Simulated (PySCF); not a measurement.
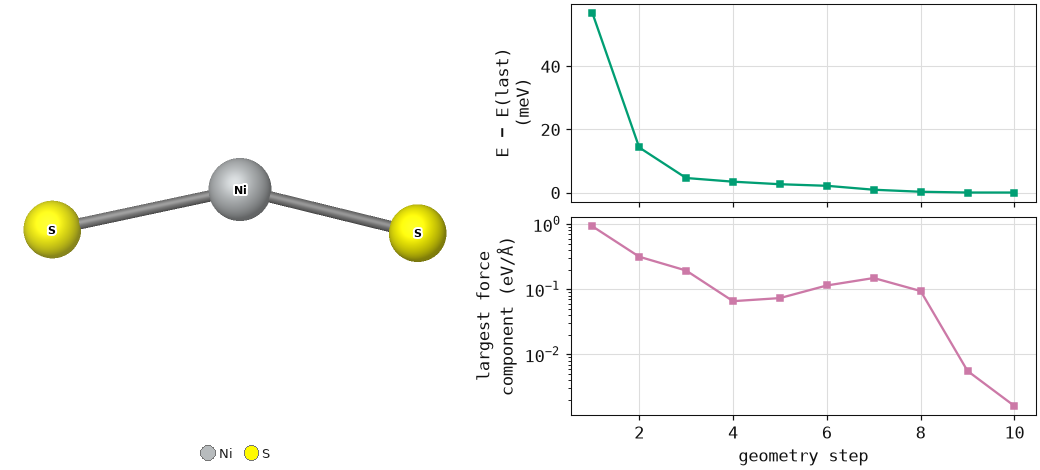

Beside the plot: the molecule at the start.

History of a geometry optimisation. The start has point group Cs, which is kept. A held symmetry can leave a saddle point.

- system: NiS2- molecule (charge −1), multiplicity 2
- method: PySCF, UKS-based PBE0, Ni def2-SVPD, S def2-SVPD; non-relativistic Hamiltonian; density fitting

### How did the optimisation end?

The optimisation met its thresholds at geometry 10, counting the start as the first. The energy fell by about 57 meV from the first step to the last. The largest force component goes from about 0.93 eV/Å at the start to 1.6 × 10⁻³ eV/Å at the end.

### By which step was nine tenths of the energy gained?

By step 3 of 10.
